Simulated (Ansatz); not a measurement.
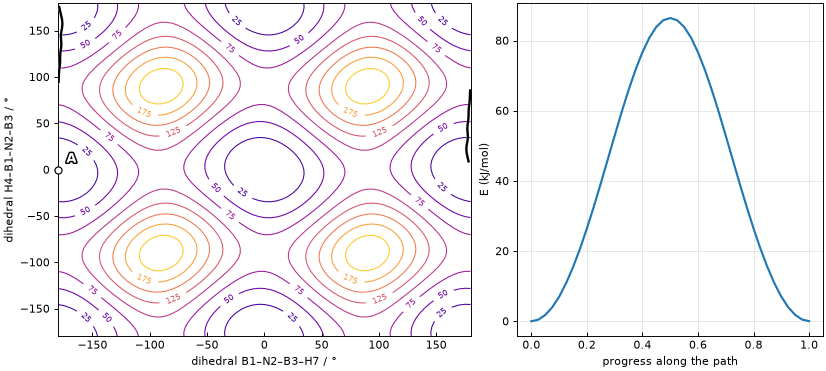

B₂H₅N, SMILES BNB. First axis: dihedral B1–N2–B3–H7. Second axis: dihedral H4–B1–N2–B3. Nothing is relaxed (all other coordinates rigid). The scan uses an 18 × 18 grid; 91 points were computed and 233 follow by symmetry. Points are written as (first, second). Energies: kJ/mol, counted from the lowest grid point. The calculation used Ansatz, RHF/def2-TZVP.

The picture shows contour lines labelled in kJ/mol, a line along the lowest path, the energy along the path at the right, the start A. Between grid points the surface is interpolated.

Describe the path and its barrier.

Answer. The easiest path leads from the well at (−180°, 0°) to a well of about the same depth at (−180°, −180°). Its highest point lies about 86 kJ/mol above the bottom of the first well on the interpolated surface, at about (−180°, 90°). The start is the relaxed structure and all else is held, so a fully relaxed path at this level can only be lower.
